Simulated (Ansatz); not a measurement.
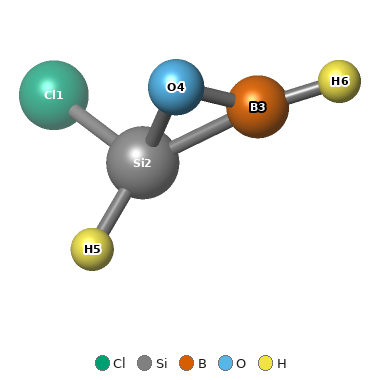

The system is BClH2OSi, SMILES Cl[SiH]1BO1; the picture shows the reference structure. The first coordinate is: angle Cl1–Si2–O4; the second: angle H6–B3–O4. Nothing is relaxed (all other coordinates rigid). Grid: 15 × 15 points. Points are written as (first, second). Energies are in kJ/mol, from the relaxed molecule at the same level. Method: RKS wB97X-V/def2-SVP (Ansatz 0.2.0).

Its coordinates:

```xyz
6

Cl   -2.1965   -0.7633   -0.9538
Si   -0.4165    0.1995   -0.5982
B     0.4994    0.1158    1.0626
O     0.7767   -0.8503    0.1657
H     0.0804    0.7165   -1.8915
H     0.8975    0.3137    2.1790
```

Range: angle Cl1–Si2–O4 from 87.5 to 137.5°; angle H6–B3–O4 from 97 to 167°.

> What will the energy surface look like?

The lowest grid point is at (112.5°, 132°), 0 kJ/mol from the relaxed molecule at the same level. No other kind of well shows on this grid. The highest grid point, (87.5°, 97°), lies 142 kJ/mol above the lowest. Round the minimum the two coordinates are weakly coupled (coupling 0.08 in units of the two stiffnesses).

```csv
"angle H6–B3–O4 ↓, angle Cl1–Si2–O4 →",87.5,91.0,94.6,98.2,101.8,105.3,108.9,112.5,116.0,119.6,123.2,126.8,130.3,133.9,137.5
167,107,92,81,72,67,63,62,62,65,69,74,81,89,99,110
162,92,77,66,57,51,48,46,46,48,52,57,64,72,82,93
157,80,65,53,44,38,34,32,33,34,38,43,50,58,67,78
152,71,55,43,34,27,23,21,21,23,26,31,37,45,55,65
147,63,48,35,26,19,15,12,12,13,17,21,28,35,45,55
142,58,42,30,20,13,8,6,5,7,10,14,20,28,37,47
137,56,40,27,17,10,5,2,1,2,5,10,16,23,32,42
132,56,40,26,16,9,4,1,0,1,3,8,14,21,30,40
127,59,42,29,18,11,6,2,1,2,5,9,14,21,30,40
122,65,48,34,23,15,10,7,6,6,8,12,18,25,34,44
117,73,56,42,31,23,18,14,13,13,16,19,25,32,40,50
112,85,68,53,43,34,29,25,24,24,26,30,35,42,50,60
107,100,83,68,57,49,43,39,38,38,40,43,49,55,63,73
102,119,101,87,76,67,61,57,56,56,57,61,66,72,81,90
97,142,124,109,98,89,83,79,78,78,79,83,88,94,102,112
```

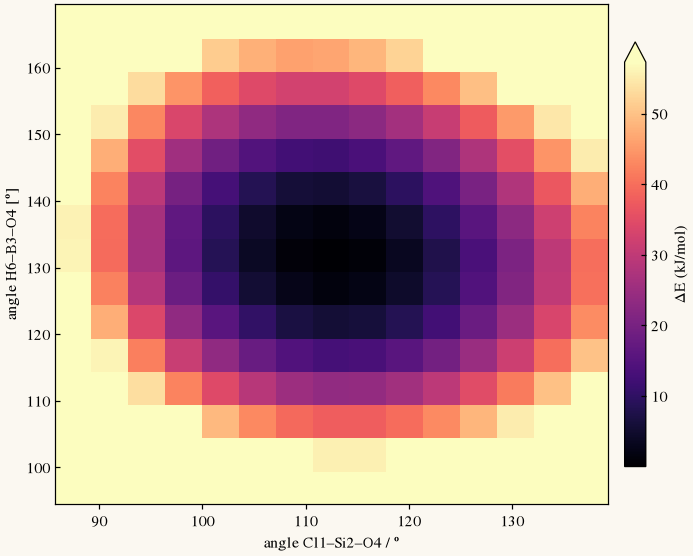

In the figure: one coloured cell a grid point, one colour for all values above the top of the scale.

Each point was launched as `ansatz run input.yaml --threads 1 --pin off --max-ram 2560MiB --backend cpu --events-out ev --progress --plain --runs-dir out`. The whole map (225 points run) took 17 min on 1 thread of Intel(R) Xeon(R) 6975P-C (Granite Rapids), with other jobs on the host.
